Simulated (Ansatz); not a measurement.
## Pressure series in hypothetical ReO3 type ScCl3

Start from ScCl₃ in the ReO3 type structure (space group Pm-3m, No. 221; a hypothetical phase, not in the database extracts checked).

```
ScCl3
1.0
    4.98676     0.00000     0.00000
    0.00000     4.98676     0.00000
    0.00000     0.00000     4.98676
Sc Cl
1 3
Direct
  0.00000   0.00000   0.00000
  0.50000   0.00000   0.00000
  0.00000   0.00000   0.50000
  0.00000   0.50000   0.00000
```

Cell and atoms are relaxed at each pressure.

Level of theory: PBE/PAW in Ansatz (an electronic-structure program), no spin-orbit coupling.

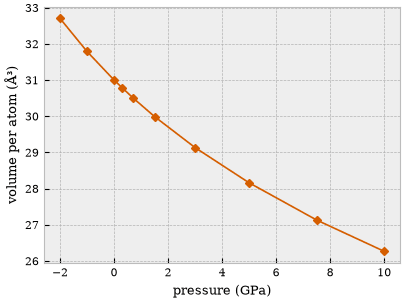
Figure. Volume per atom against pressure

Problem. From the plot, what is the volume per atom for pressure 5 GPa?

Solution. About 28.2 Å³.

Problem. Is the trend monotonic over the range shown?

Solution. Yes, it falls throughout, spanning 26.27 Å³ to 32.71 Å³.

Load acts through the strain it causes; cell and atoms are relaxed under it. Stability against distortions was not tested. No other phases were tried under pressure. All final runs are without spin polarisation.
